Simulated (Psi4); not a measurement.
**SiH2F− (SMILES F[SiH2-]): MP2/cc-pCVTZ (density fitting, density fitting for correlation, sweep point 3)**

What is the vertical ionisation energy of SiH2F− at MP2/cc-pCVTZ (density fitting, density fitting for correlation, sweep point 3)? 

The calculation is run with Psi4 1.11.

**1. The molecule**

The species is SiH2F− (4 atoms), meant as a singlet with charge -1. SMILES: `F[SiH2-]`. The coordinates come from a GFN2-xTB relaxation.

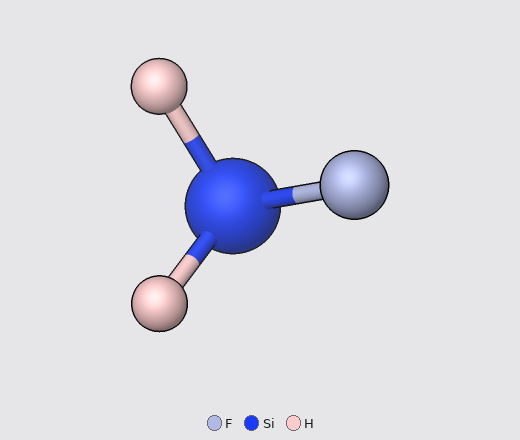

The structure, seen from a chosen angle (fluorine light blue, silicon blue, hydrogen pink).

**2. A single-point energy at MP2/cc-pCVTZ (density fitting, density fitting for correlation, sweep point 3)**

Contents of job.inp:

```
memory 1600 MB

molecule {
  -1 1
  F      2.31345941     1.30551729    -0.72540917
  Si    -0.21544768    -0.73999785    -0.83161178
  H     -2.24000576     1.24406340    -0.27075996
  H      0.14199402    -1.80958284     1.82776200
  units bohr
  symmetry c1
}

set puream true
set scf_type df
set num_frozen_docc 0

e_tot = energy('mp2/cc-pCVTZ')
```

Launch:

```console
$ psi4 -i job.inp -o job.out -n 1
```

job.out:

```text
[...]
  Running in c1 symmetry.
[...]
  Nuclear repulsion =   52.569450698594501
[...]
  Multiplicity = 1
[...]
  Nalpha       = 13
  Nbeta        = 13
[...]
    Number of basis functions: 130
[...]
   @DF-RHF iter   1:  -389.54422546731450   -7.90876e-01   2.99449e-03 ADIIS/DIIS
[...]
   @DF-RHF iter  11:  -389.60556100113564   -1.39266e-11   3.83886e-09 DIIS
[...]
    Orbital Energies [Eh]
    ---------------------
    Doubly Occupied:
       1A    -68.543769     2A    -26.014468     3A     -5.885401
       4A     -3.990286     5A     -3.989817     6A     -3.989129
       7A     -1.304382     8A     -0.493415     9A     -0.399197
      10A     -0.397725    11A     -0.345588    12A     -0.222722
      13A     -0.060803
[...]
  @DF-RHF Final Energy:  -389.60556100113564
   => Energetics <=
    Nuclear Repulsion Energy =             52.5694506985945011
    One-Electron Energy =                -653.0766195232984046
    Two-Electron Energy =                 210.9016078235682130
    Total Energy =                       -389.6055610011356407
[...]
 Multipole Moments:
 ------------------------------------------------------------------------------------
     Multipole            Electronic (a.u.)      Nuclear  (a.u.)        Total (a.u.)
 ------------------------------------------------------------------------------------
 L = 1.  Multiply by 2.5417464519 to convert [e a0] to [Debye]
 Dipole X            :          3.0122811           -2.5669381            0.4453430
 Dipole Y            :          1.3869634           -0.9771519            0.4098115
 Dipole Z            :         -1.3980942            1.4902976            0.0922034
 Magnitude           :                                                    0.6121906
[...]
```

It took 4.2 s on 1 thread of Intel Xeon Platinum 8259CL at 2.50GHz (Skylake/Cascade Lake), shared host; peak memory 0.32 GiB.

**3. Doublet neutral SiH2F at the same level**

Contents of calc.dat:

```
memory 1.6 GB

molecule m {
  0 2
  F      2.31345941     1.30551729    -0.72540917
  Si    -0.21544768    -0.73999785    -0.83161178
  H     -2.24000576     1.24406340    -0.27075996
  H      0.14199402    -1.80958284     1.82776200
  units au
  symmetry c1
}

set basis cc-pCVTZ
set reference uhf
set puream true
set scf_type df
set num_frozen_docc 0
set maxiter 150

e_tot, wfn = energy("mp2", return_wfn=True)
```

Launch:

```console
$ psi4 calc.dat calc.out -n 1
```

calc.out:

```text
[...]
  Running in c1 symmetry.
[...]
  Nuclear repulsion =   52.569450698594501
[...]
  Multiplicity = 2
[...]
  Nalpha       = 13
  Nbeta        = 12
[...]
    Number of basis functions: 130
[...]
   @DF-UHF iter   1:  -389.52203363879403   -7.68684e-01   2.82332e-03 DIIS/ADIIS
[...]
   @DF-UHF iter  13:  -389.57909470775451   -1.54046e-11   8.68429e-09 DIIS
[...]
   @S^2 Observed:                7.554984028E-01
[...]
    Orbital Energies [Eh]
    ---------------------
    Alpha Occupied:
       1A    -68.853234     2A    -26.254768     3A     -6.192915
       4A     -4.304002     5A     -4.295346     6A     -4.294785
       7A     -1.538625     8A     -0.751941     9A     -0.635931
      10A     -0.629386    11A     -0.599764    12A     -0.478563
      13A     -0.402799
    Alpha Virtual:
      14A      0.087786    15A      0.122265    16A      0.182173
      17A      0.288003    18A      0.297042    19A      0.309685
      20A      0.344924    21A      0.373893    22A      0.382954
      23A      0.402188    24A      0.404104    25A      0.548788
[...]
  @DF-UHF Final Energy:  -389.57909470775451
   => Energetics <=
    Nuclear Repulsion Energy =             52.5694506985945011
    One-Electron Energy =                -646.4019155026915087
    Two-Electron Energy =                 204.2533700963424508
    Total Energy =                       -389.5790947077545070
  UHF NO Occupations:
  HONO-2 :   11  A 1.9994728
  HONO-1 :   12  A 1.9979899
[...]
 Multipole Moments:
 ------------------------------------------------------------------------------------
     Multipole            Electronic (a.u.)      Nuclear  (a.u.)        Total (a.u.)
 ------------------------------------------------------------------------------------
 L = 1.  Multiply by 2.5417464519 to convert [e a0] to [Debye]
 Dipole X            :          1.9102774           -2.5669381           -0.6566606
 Dipole Y            :          0.2550103           -0.9771519           -0.7221416
 Dipole Z            :         -1.7950630            1.4902976           -0.3047654
 Magnitude           :                                                    1.0225329
[...]
```

It took 4.5 s on 1 thread of Intel Xeon Platinum 8259CL at 2.50GHz (Skylake/Cascade Lake), shared host; peak memory 0.32 GiB.

**4. Summary of results**

At MP2/cc-pCVTZ (density fitting, density fitting for correlation, sweep point 3):

```
                                                                         quantity          value
                                                     singlet SiH2F−: total energy  -390.37708 Eh
                              singlet SiH2F−: HOMO energy (Hartree–Fock orbitals)       -1.65 eV
                              singlet SiH2F−: LUMO energy (Hartree–Fock orbitals)        8.87 eV
            singlet SiH2F−: HOMO–LUMO gap (to an unbound level, set by the basis)       10.53 eV
                                               singlet SiH2F−: correlation energy     -771.5 mEh
                                              doublet neutral SiH2F: total energy  -390.32090 Eh
doublet neutral SiH2F: HOMO energy (Hartree–Fock orbitals) (highest over α and β)      -10.96 eV
 doublet neutral SiH2F: LUMO energy (Hartree–Fock orbitals) (lowest over α and β)        0.07 eV
                                        doublet neutral SiH2F: correlation energy     -741.8 mEh
                         doublet neutral SiH2F: ⟨S²⟩ of the reference determinant          0.755
                              vertical detachment energy (to the doublet neutral)       1.529 eV
```

**Reading.** The vertical ionisation energy comes to 1.53 eV (147 kJ/mol).
